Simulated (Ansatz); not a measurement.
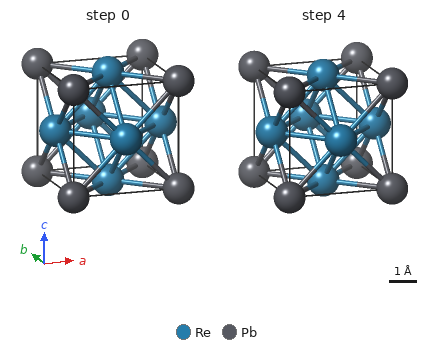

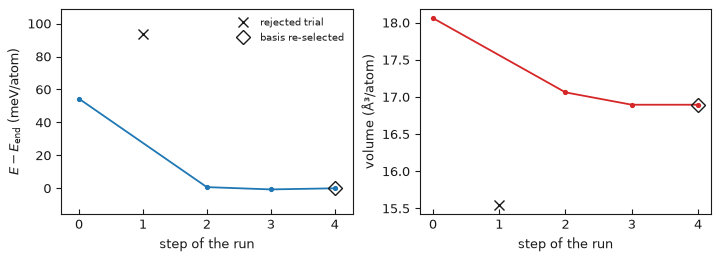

First and last geometry of a relaxation of crystalline Re3Pb (built on the Cu3Au (L1_2)_221 type) (coarse preliminary run), with the history of the run. Style: ball-and-stick. Shown: the cell of the calculation, slightly off an axis.

Case: Cu3Au (L1_2) type (Pm-3m, No. 221).

All numbers below come from DFT PBE, scalar-relativistic, plane waves, PAW (Ansatz). (plane-wave cutoff 420 eV; k-point mesh 4 × 4 × 4; occupations gaussian; smearing width 0.1 eV; no spin polarisation; cell and atoms relaxed; force threshold 0.04 eV/Å; at most 70 steps)

Did the run converge, and what did it change?

It converged. After 2 accepted moves (4 points after the start) the energy has fallen by 54.4 meV per atom. All forces vanish by symmetry, so only the cell relaxes. Pressure: −13.96 GPa at the start and −0.07 GPa at the end. The line search rejected the trial step at point 1 of the run. At 1 point the geometry stayed and the basis and grid were re-selected for the new cell (energy shift of 0.7 meV per atom at most each time). The atoms keep their places relative to the cell (all moves are under 0.005 Å). The drawn cell changes as follows: a = b = c 4.165 → 4.073 Å (−2.2 %); the volume changes by −6.5 %. Near-neighbour distances that change, for instance: Re–Re 2.945 → 2.880 Å, Pb–Re 2.945 → 2.880 Å. The space group stays Pm-3m (No. 221).

```tsv
step	E − E(0), meV/atom	pressure, GPa	volume, Å³/atom	note
0	0.00	-13.96	18.062	
1	39.49	24.58	15.547	rejected
2	-53.69	-2.40	17.062	
3	-55.08	-0.07	16.896	
4	-54.41	-0.07	16.896	same geometry, new basis
```

Limits of the set-up: the k-point mesh is coarse for a cell with partly filled bands.
